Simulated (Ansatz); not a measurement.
## Electronic structure of CH6Al2 (SMILES [AlH2][CH2][AlH2]) in real space

The calculation's input:

```
crystal:
  periodic: [false, false, false]
  atoms:
    - symbol: C
      position_ang: [-0.539470, 1.036307, -0.669606]
    - symbol: Al
      position_ang: [-1.890893, -0.008414, 0.276902]
    - symbol: Al
      position_ang: [1.332084, 0.515326, -0.470894]
    - symbol: H
      position_ang: [2.212241, 1.129780, 0.719681]
    - symbol: H
      position_ang: [-0.781580, 0.976843, -1.754798]
    - symbol: H
      position_ang: [-0.625992, 2.085844, -0.307904]
    - symbol: H
      position_ang: [-2.551725, -1.288235, -0.426712]
    - symbol: H
      position_ang: [1.976970, -0.553681, -1.476409]
    - symbol: H
      position_ang: [-2.312195, 0.393030, 1.770581]
basis:
  gaussian:
    orbitals: def2-TZVPD
hamiltonian:
  xc: {name: PBE0}
output:
  forces: true
  orbitals: {seedname: orbitals}
```

Run with:

```sh
ansatz run input.yaml --threads 1 --pin off --max-ram 2610MiB --events-out events.jsonl --progress --plain --runs-dir runs
```

Geometry: PBE-D3(BJ)/def2-SVP.

Theory: Ansatz, isolated molecule in a Gaussian basis; Kohn-Sham density functional theory, functional PBE0.

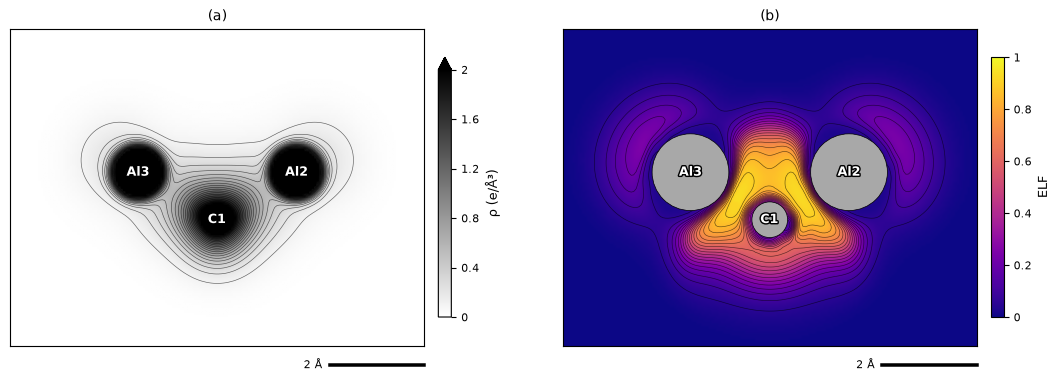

Figure 1. (a) total electron density; (b) ELF on the plane of atoms Al2, C1 and Al3. Grey discs cover the atomic cores in the ELF map.

Describe what can be read from this map.

- Atoms in the plane: C and Al.
- C–Al (1.95 Å): ρ is about 0.67 e/Å³ halfway; the ELF peaks at about 0.95 between the atoms (a polar covalent bond).

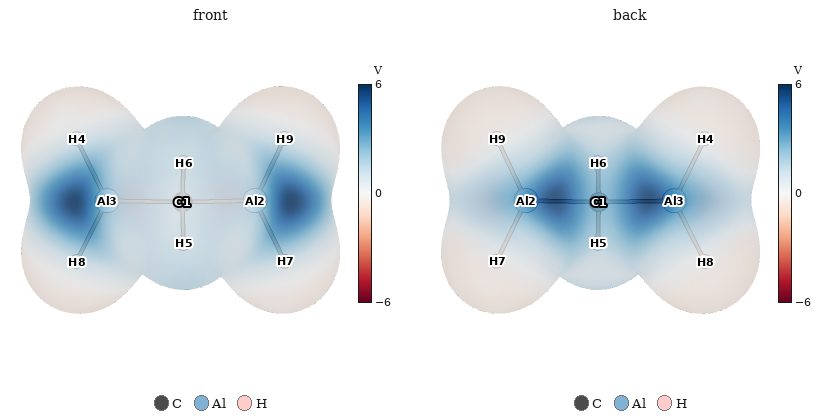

Figure 2. The electrostatic potential painted on the density surface at 0.004 e/bohr³, seen from the front and from behind; the colour scale runs from red (negative) to blue (positive).

Where is the surface potential most negative and most positive?

The most negative region (about −0.4 V) lies over H4, H7, H8 and H9, the most positive (about +5.8 V) over Al2 and Al3.

What dipole moment does the calculation give?

Its dipole moment is 1.08 D.

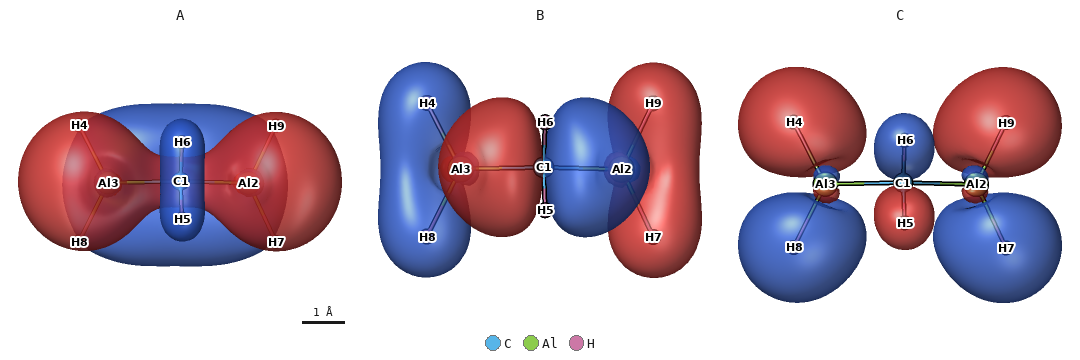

Figure 3. Three frontier orbitals at ±0.06 Å⁻³ᐟ² (blue and red are the two phases), in no order.

Which picture is the HOMO−1, the HOMO and the LUMO?

C is the HOMO−1 (−8.31 eV). Its weight (Hirshfeld) is mainly on Al2 (about 15 %), Al3 (about 15 %), H4 (about 15 %), H8 (about 15 %), H7 (about 15 %) and H9 (about 15 %). B is the HOMO (−7.84 eV). Its weight (Hirshfeld) is mainly on C1 (about 45 %), Al2 (about 15 %) and Al3 (about 15 %). A is the LUMO (−1.80 eV). Its weight (Hirshfeld) is mainly on Al2 (about 40 %), Al3 (about 40 %) and C1 (about 5 %).

What is the HOMO–LUMO gap?

6.04 eV between the orbital energies.

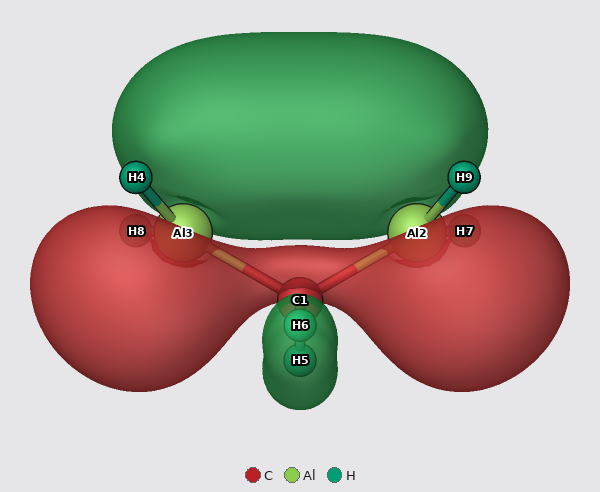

Figure 4. The LUMO at ±0.06 Å⁻³ᐟ² (green and red are the two phases), seen from one side.

Describe this orbital and give its energy.

It lies mainly on Al2 (about 40 %), Al3 (about 40 %) and C1 (about 5 %). Its energy is −1.80 eV.
